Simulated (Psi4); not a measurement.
## C₃H₃AsN (charge −1): interaction calculation (part 2 of 2)

Continued. System: C₃H₃AsN, charge −1, SMILES [AsH3].[C-]#CC#N. Method: B3LYP/cc-pVTZ, RKS, dispersion D3(BJ) (Psi4 1.11). The geometry comes from this level: GFN2-xTB.

Geometry of the input (Å):
```
As -1.5853  0.7050  0.9805
H  -0.8454  0.1471  2.1392
H  -2.8955  0.6080  1.8719
H  -1.9107  -0.6603  0.4970
C  3.1383  -0.6428  -2.6541
C  2.2669  -0.3486  -1.8067
C  1.3214  -0.0382  -0.9151
N  0.5104  0.2297  -0.1127
```

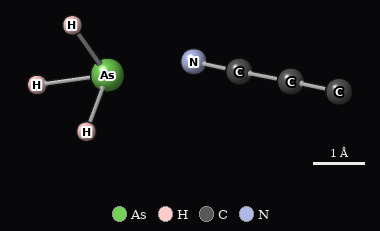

*The structure as given in the input (ball-and-stick view, seen at a tilt).*

Output, continued
```
       Center              X                  Y                   Z               Mass
    ------------   -----------------  -----------------  -----------------  -----------------
         AS          -2.995726134904     1.332219123925     1.852857568750    74.921594570000
         H           -1.597574466462     0.278016507577     4.042558819363     1.007825032230
         H           -5.471777585308     1.148991278801     3.537302745199     1.007825032230
         H           -3.610794194218    -1.247786160640     0.939137192569     1.007825032230
      Gh(C)           5.930546396786    -1.214753747967    -5.015559904100    12.000000000000
      Gh(C)           4.283820153800    -0.658664041028    -3.414092601820    12.000000000000
      Gh(C)           2.497046307658    -0.072149743470    -1.729269480145    12.000000000000
      Gh(N)           0.964459522650     0.434126782801    -0.212915442555    14.003074004430

  Running in c1 symmetry.

  Rotational constants: A =      0.98527  B =      0.02584  C =      0.02551 [cm^-1]
  Rotational constants: A =  29537.56535  B =    774.58864  C =    764.80561 [MHz]
  Nuclear repulsion =   35.282475755078046

  Charge       = 0
  Multiplicity = 1
  Electrons    = 36
  Nalpha       = 18
  Nbeta        = 18

  ==> Iterations <==

                           Total Energy        Delta E     RMS |[F,P]|

   @DF-RKS iter SAD: -2234.65068236483830   -2.23465e+03   0.00000e+00
   @DF-RKS iter   1: -2236.66334242792755   -2.01266e+00   1.03367e-02 ADIIS/DIIS
   @DF-RKS iter   2: -2236.21405837513794    4.49284e-01   1.41042e-02 ADIIS/DIIS
   @DF-RKS iter   3: -2237.74829717217654   -1.53424e+00   5.05674e-04 ADIIS/DIIS
   @DF-RKS iter   4: -2237.75180702685657   -3.50985e-03   1.04456e-04 ADIIS/DIIS
   @DF-RKS iter   5: -2237.75211157764625   -3.04551e-04   1.34027e-05 DIIS
   @DF-RKS iter   6: -2237.75211731846321   -5.74082e-06   2.94826e-06 DIIS
   @DF-RKS iter   7: -2237.75211757572197   -2.57259e-07   1.74625e-07 DIIS
  Energy and wave function converged.

  ==> Post-Iterations <==

   Electrons on quadrature grid:
      Ntotal   =   36.0000154673 ; deviation = 1.547e-05

    Final Occupation by Irrep:
              A
    DOCC [    18 ]
    NA   [    18 ]
    NB   [    18 ]

  @DF-RKS Final Energy: -2237.75211757572197

   => Energetics <=

    Nuclear Repulsion Energy =             35.2824757550780461
    One-Electron Energy =               -3186.3351917232935193
    Two-Electron Energy =                 981.0122804657139568
    DFT Exchange-Correlation Energy =     -67.7090841448867025
    Empirical Dispersion Energy =          -0.0025979283334963
    VV10 Nonlocal Energy =                  0.0000000000000000
    Total Energy =                      -2237.7521175757219680

Computation Completed

Properties will be evaluated at   0.000000,   0.000000,   0.000000 [a0]

Properties computed using the SCF density matrix

 Multipole Moments:

 ------------------------------------------------------------------------------------
     Multipole            Electronic (a.u.)      Nuclear  (a.u.)        Total (a.u.)
 ------------------------------------------------------------------------------------

 L = 1.  Multiply by 2.5417464519 to convert [e a0] to [Debye]
 Dipole X            :        109.5726402         -109.5391087            0.0335315
 Dipole Y            :        -44.2351885           44.1424527           -0.0927358
 Dipole Z            :        -69.6381439           69.6632985            0.0251546
 Magnitude           :                                                    0.1017696

 ------------------------------------------------------------------------------------

	total time  =         12 seconds =       0.20 minutes

    Psi4 run time: 0:00:11.93

    -----------------------------------------------------------------------
                               Psi4 1.11 release

    h
    h
    h

    -----------------------------------------------------------------------

    Memory:     1.5 GiB
    Threads:    1
                ecpint, einsums, f̶o̶r̶t̶e̶, gauxc, gcp, g̶d̶m̶a̶, geometric, g̶p̶u̶_̶d̶f̶c̶c̶,
                i̶n̶t̶e̶g̶r̶a̶t̶o̶r̶x̶x̶, i̶p̶i̶, libefp, m̶d̶i̶, m̶p̶2̶d̶, m̶r̶c̶c̶, ooo,
                o̶p̶e̶n̶f̶e̶r̶m̶i̶o̶n̶p̶s̶i̶4̶, pcmsolver, p̶s̶i̶4̶f̶o̶c̶k̶c̶i̶, p̶s̶i̶x̶a̶s̶,
                p̶y̶e̶i̶n̶s̶u̶m̶s̶, r̶e̶s̶p̶, s̶i̶m̶i̶n̶t̶, s̶n̶s̶m̶p̶2̶,
                v̶2̶r̶d̶m̶_̶c̶a̶s̶s̶c̶f̶

  ==> Geometry <==

    Molecular point group: c1
    Full point group: C1

    Geometry (in Bohr), charge = -1, multiplicity = 1:

       Center              X                  Y                   Z               Mass
    ------------   -----------------  -----------------  -----------------  -----------------
         AS          -2.995726134904     1.332219123925     1.852857568750    74.921594570000
         H           -1.597574466462     0.278016507577     4.042558819363     1.007825032230
         H           -5.471777585308     1.148991278801     3.537302745199     1.007825032230
         H           -3.610794194218    -1.247786160640     0.939137192569     1.007825032230
         C            5.930546396786    -1.214753747967    -5.015559904100    12.000000000000
         C            4.283820153800    -0.658664041028    -3.414092601820    12.000000000000
         C            2.497046307658    -0.072149743470    -1.729269480145    12.000000000000
         N            0.964459522650     0.434126782801    -0.212915442555    14.003074004430

  Running in c1 symmetry.

  Rotational constants: A =      0.98527  B =      0.02584  C =      0.02551 [cm^-1]
  Rotational constants: A =  29537.56535  B =    774.58864  C =    764.80561 [MHz]
  Nuclear repulsion =  234.106611394685558

  Charge       = -1
  Multiplicity = 1
  Electrons    = 62
  Nalpha       = 31
  Nbeta        = 31

  ==> Iterations <==

                           Total Energy        Delta E     RMS |[F,P]|

   @DF-RKS iter SAD: -2402.93277763669494   -2.40293e+03   0.00000e+00
   @DF-RKS iter   1: -2405.40815715656117   -2.47538e+00   1.10146e-02 ADIIS/DIIS
   @DF-RKS iter   2: -2404.86127956943847    5.46878e-01   1.47554e-02 ADIIS/DIIS
   @DF-RKS iter   3: -2406.77039107890141   -1.90911e+00   1.55536e-03 ADIIS/DIIS
   @DF-RKS iter   4: -2406.62676517220643    1.43626e-01   3.01802e-03 ADIIS/DIIS
   @DF-RKS iter   5: -2406.82379298811475   -1.97028e-01   1.93228e-04 ADIIS/DIIS
   @DF-RKS iter   6: -2406.82399557938652   -2.02591e-04   1.57937e-04 ADIIS/DIIS
   @DF-RKS iter   7: -2406.82448895014704   -4.93371e-04   5.40598e-05 DIIS
   @DF-RKS iter   8: -2406.82454760683913   -5.86567e-05   7.72512e-06 DIIS
   @DF-RKS iter   9: -2406.82454883153878   -1.22470e-06   2.20284e-06 DIIS
   @DF-RKS iter  10: -2406.82454893741351   -1.05875e-07   4.06221e-07 DIIS
  Energy and wave function converged.

  ==> Post-Iterations <==

   Electrons on quadrature grid:
      Ntotal   =   62.0000113083 ; deviation = 1.131e-05

    Orbital Energies [Eh]
    ---------------------

    Doubly Occupied:

       1A   -425.716128     2A    -53.698954     3A    -47.986676
       4A    -47.985955     5A    -47.984902     6A    -14.155106
       7A    -10.071844     8A     -9.991804     9A     -9.982140
      10A     -6.848571    11A     -4.906918    12A     -4.905063
      13A     -4.901225    14A     -1.497233    15A     -1.496259
      16A     -1.493217    17A     -1.493119    18A     -1.490711
      19A     -0.753503    20A     -0.585419    21A     -0.502578
      22A     -0.458436    23A     -0.277641    24A     -0.239972
      25A     -0.224663    26A     -0.216622    27A     -0.187342
      28A     -0.125272    29A     -0.095687    30A     -0.091545
      31A     -0.089045

    Virtual:

      32A      0.133440    33A      0.137835    34A      0.148130
      35A      0.150959    36A      0.194799    37A      0.278219
      38A      0.292881    39A      0.309984    40A      0.327039
      41A      0.331328    42A      0.355649    43A      0.357193
      44A      0.380441    45A      0.392527    46A      0.400911
      47A      0.413552    48A      0.438572    49A      0.442891
      50A      0.453782    51A      0.455416    52A      0.497718
      53A      0.520798    54A      0.525098    55A      0.539948
      56A      0.574824    57A      0.627854    58A      0.637839
      59A      0.651480    60A      0.687126    61A      0.711919
      62A      0.713613    63A      0.739662    64A      0.787180
      65A      0.834137    66A      0.848736    67A      0.857855
      68A      0.872815    69A      0.881187    70A      0.916611
      71A      0.936481    72A      0.946136    73A      1.013849
      74A      1.026703    75A      1.041717    76A      1.059793
      77A      1.069981    78A      1.108986    79A      1.115046
      80A      1.124327    81A      1.139095    82A      1.177233
      83A      1.209243    84A      1.222632    85A      1.251761
      86A      1.292031    87A      1.354699    88A      1.363441
      89A      1.393467    90A      1.404382    91A      1.424468
      92A      1.449973    93A      1.457428    94A      1.492849
      95A      1.514307    96A      1.527296    97A      1.561523
      98A      1.572841    99A      1.606896   100A      1.631542
     101A      1.643212   102A      1.678355   103A      1.685033
     104A      1.713503   105A      1.731514   106A      1.822343
     107A      1.902574   108A      1.942678   109A      1.985906
     110A      2.091774   111A      2.131424   112A      2.151459
     113A      2.153441   114A      2.188601   115A      2.409085
     116A      2.434282   117A      2.435929   118A      2.511712
     119A      2.546519   120A      2.561093   121A      2.628061
     122A      2.629045   123A      2.649859   124A      2.649901
     125A      2.669877   126A      2.777176   127A      2.828922
     128A      2.848134   129A      2.848351   130A      2.851336
     131A      2.899216   132A      2.918138   133A      2.954424
     134A      2.955569   135A      2.960108   136A      3.037123
     137A      3.038128   138A      3.068070   139A      3.071750
     140A      3.078631   141A      3.151349   142A      3.151357
     143A      3.285338   144A      3.285539   145A      3.307450
     146A      3.324419   147A      3.334399   148A      3.337842
     149A      3.351828   150A      3.353534   151A      3.355828
     152A      3.428075   153A      3.455295   154A      3.516504
     155A      3.535302   156A      3.538029   157A      3.552754
     158A      3.553959   159A      3.578733   160A      3.628322
     161A      3.645535   162A      3.667877   163A      3.778271
     164A      3.808876   165A      3.821466   166A      3.831294
     167A      3.869868   168A      3.974500   169A      3.981282
     170A      4.028758   171A      4.064431   172A      4.075198
     173A      4.093210   174A      4.118264   175A      4.121131
     176A      4.160173   177A      4.229419   178A      4.235926
     179A      4.294138   180A      4.331730   181A      4.387863
     182A      4.447227   183A      4.565034   184A      4.588271
     185A      4.718866   186A      4.728818   187A      4.855215
     188A      4.867877   189A      4.880197   190A      4.908353
     191A      5.083158   192A      5.090107   193A      5.122956
     194A      5.287887   195A      5.366469   196A      5.623575
     197A      5.627112   198A      5.980597   199A      6.234892
     200A      6.447040   201A      6.451207   202A      6.892337
     203A     12.114763   204A     14.200922   205A     15.373038

    Final Occupation by Irrep:
              A
    DOCC [    31 ]
    NA   [    31 ]
    NB   [    31 ]

  @DF-RKS Final Energy: -2406.82454893741351

   => Energetics <=

    Nuclear Repulsion Energy =            234.1066113946855580
    One-Electron Energy =               -3819.8111517143820492
    Two-Electron Energy =                1265.4556038514785996
    DFT Exchange-Correlation Energy =     -86.5648018408767115
    Empirical Dispersion Energy =          -0.0108106283193703
    VV10 Nonlocal Energy =                  0.0000000000000000
    Total Energy =                      -2406.8245489374135104

Computation Completed

Properties will be evaluated at   0.000000,   0.000000,   0.000000 [a0]

Properties computed using the SCF density matrix

 Multipole Moments:

 ------------------------------------------------------------------------------------
     Multipole            Electronic (a.u.)      Nuclear  (a.u.)        Total (a.u.)
 ------------------------------------------------------------------------------------

 L = 1.  Multiply by 2.5417464519 to convert [e a0] to [Debye]
 Dipole X            :         23.8595511          -26.5194149           -2.6598638
 Dipole Y            :        -35.2059993           35.5079350            0.3019357
 Dipole Z            :         -4.9120251            7.2193585            2.3073334
 Magnitude           :                                                    3.5340950

 ------------------------------------------------------------------------------------

	total time  =         15 seconds =       0.25 minutes

    Psi4 run time: 0:00:15.01

  //>>>>>>>>>>>>>>>>>>>>>>>>>>>>>>>>>>>//
  //          ManyBody Results         //
  //<<<<<<<<<<<<<<<<<<<<<<<<<<<<<<<<<<<//

   ==> N-Body: Counterpoise Corrected (CP) energies <==

              MC n-Body  Total Energy            Interaction Energy                          N-body Contribution to Interaction Energy
                         [Eh]                    [Eh]                  [kcal/mol]            [Eh]                  [kcal/mol]
              §A  1        N/A                   0.000000000000        0.000000000000        0.000000000000        0.000000000000
     FULL/RTN §A  2        N/A                   0.001427292379        0.895639489418        0.001427292379        0.895639489418

   MC Legend: §A: "(auto)"

[set-up sections that repeat, and orbital energies of the middle runs, are left out above]
```

Standard output
```
b3lyp-d3(bj) energy: 0.0014272924 Eh
CALCINFO NATOM                                      8.0000000000
CALCINFO NFR                                        2.0000000000
CALCINFO NMC                                        1.0000000000
CP-CORRECTED 2-BODY CONTRIBUTION TO ENERGY          0.0014272924
CP-CORRECTED INTERACTION ENERGY                     0.0014272924
CP-CORRECTED INTERACTION ENERGY THROUGH 1-BODY       0.0000000000
CP-CORRECTED INTERACTION ENERGY THROUGH 2-BODY       0.0014272924
CURRENT ENERGY                                      0.0014272924
N-BODY (1)@(1, 2) TOTAL ENERGY                  -2237.7521175757
N-BODY (1, 2)@(1, 2) TOTAL ENERGY               -2406.8245489374
N-BODY (2)@(1, 2) TOTAL ENERGY                   -169.0738586541
NBODY NUMBER                                        3.0000000000
NUCLEAR REPULSION ENERGY                          234.1066113947
```

Results in brief

- outcome: converged
- basis functions: 622
- hardware: 1 thread of Intel Xeon @ 2.90GHz (Ice Lake), 64 GiB of memory available, shared host
- wall time: 43 s
- peak memory: 1.5 GiB
